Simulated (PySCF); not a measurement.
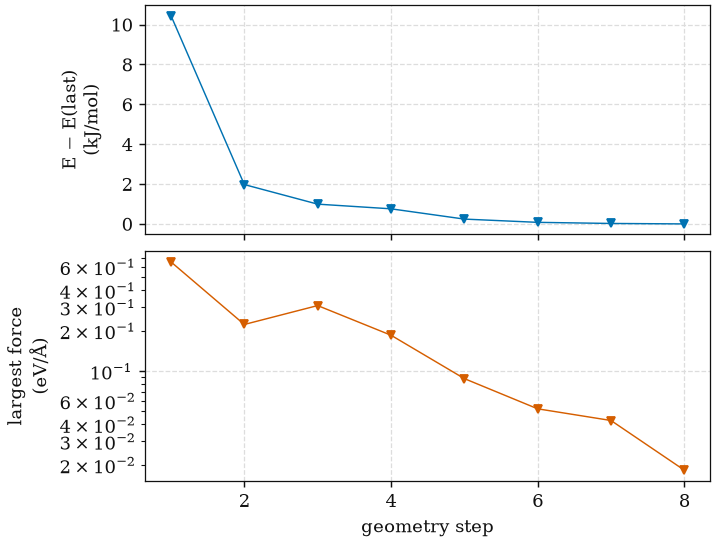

History of a geometry optimisation.

CH6N2Si (SMILES C=N[SiH2]N); PBE0-D3(BJ)/def2-SVP, geometry optimisation (PySCF).

How did it end, and what did it gain?

Answer. The optimisation met its thresholds at geometry 8, counting the start as the first. The energy fell by about 10.5 kJ/mol from the first step to the last. The largest force goes from about 0.65 eV/Å at the start to 0.018 eV/Å at the end.
